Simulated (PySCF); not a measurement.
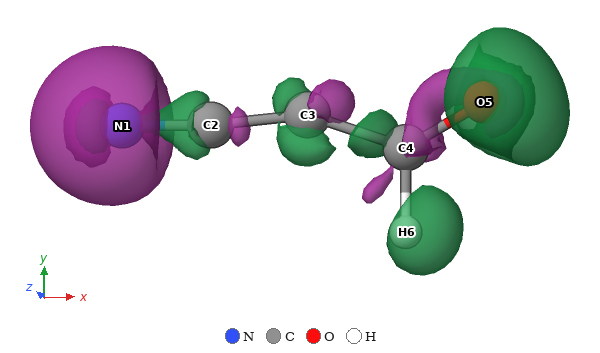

*C3HNO, triplet, SMILES `N#C[C]C=O`. Change of the electron density in a uniform field of 0.26 V/Å, surfaces at ±0.003 e/Å³ (green: gain, purple: loss).*

Method: LDA (SVWN)/aug-cc-pVDZ; geometry: GFN2-xTB; program: PySCF. No frequency check shows the geometry to be a minimum. The stability of the open-shell solution wasn't checked. This spin state may not be the molecule's ground state. GFN2-xTB doesn't know the spin state, so this open-shell geometry is rough.

Coordinates in Å:

```
N1      -2.5661    0.0328    0.0000
C2      -1.3835    0.0217    0.0000
C3      -0.0888    0.1378    0.0000
C4       1.2263   -0.3200    0.0000
O5       2.2772    0.2723    0.0000
H6       1.2211   -1.4446    0.0000
```

Along which Cartesian direction does the field point?

Answer. Along −x: electrons gather on the +x side, against the field.

What dipole is induced, and what polarisability does it imply?

Answer. The induced dipole is 1.18 D (along the field); α along this axis, from the fields in both directions, is 94 bohr³ (13.9 Å³).

Which atoms gain and lose the most charge?

Answer. Electrons gather most on O5 (Hirshfeld charge changes by −0.030 e) and leave N1 most (+0.040 e); 0.060 electrons are displaced in all.

Cost of the run: 35 s on 1 thread of Arm Neoverse V2, with other jobs on the host, peak memory 0.35 GiB.
